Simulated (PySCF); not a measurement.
SMILES CS[SiH2][SiH2]C(=O)O (C₂H₈O₂SSi₂), GFN2-xTB optimised geometry. Atoms within 1.6 Å of the plane z = 0.0 Å (x, y, z in Å): C1 (2.55, -2.51, -0.37), S2 (2.40, -0.70, -0.27), Si3 (0.26, -0.52, -0.13), Si4 (-0.18, 1.74, 0.00), C5 (-2.09, 1.74, 0.00), O6 (-2.76, 0.73, 0.00), O7 (-2.63, 2.96, 0.00), H8 (2.15, -2.96, 0.54), H9 (3.60, -2.74, -0.47), H10 (2.01, -2.87, -1.24), H11 (-0.11, -1.33, 1.04), H12 (-0.25, -1.24, -1.30), H13 (0.23, 2.60, -1.12), H14 (0.22, 2.44, 1.23), H15 (-3.60, 2.91, 0.00).

Level of theory: PBE/def2-TZVP run with PySCF. Cells within 0.4 Å of a nucleus heavier than hydrogen are left out (blank, or x).

Map of the deformation density (molecule minus spherical neutral atoms) (e/bohr³) on the plane z = 0.0 Å:

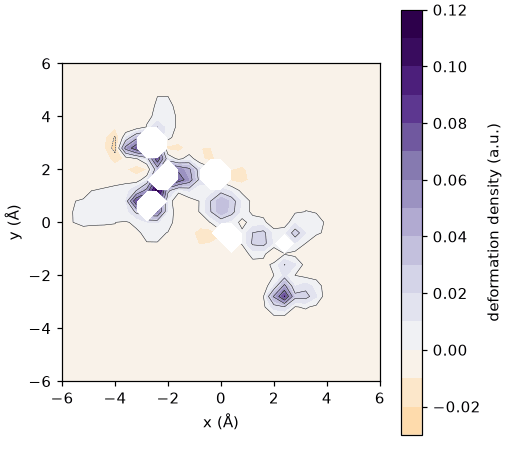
*Deformation density (molecule minus spherical neutral atoms) (e/bohr³) on the plane z = 0.0 Å.*
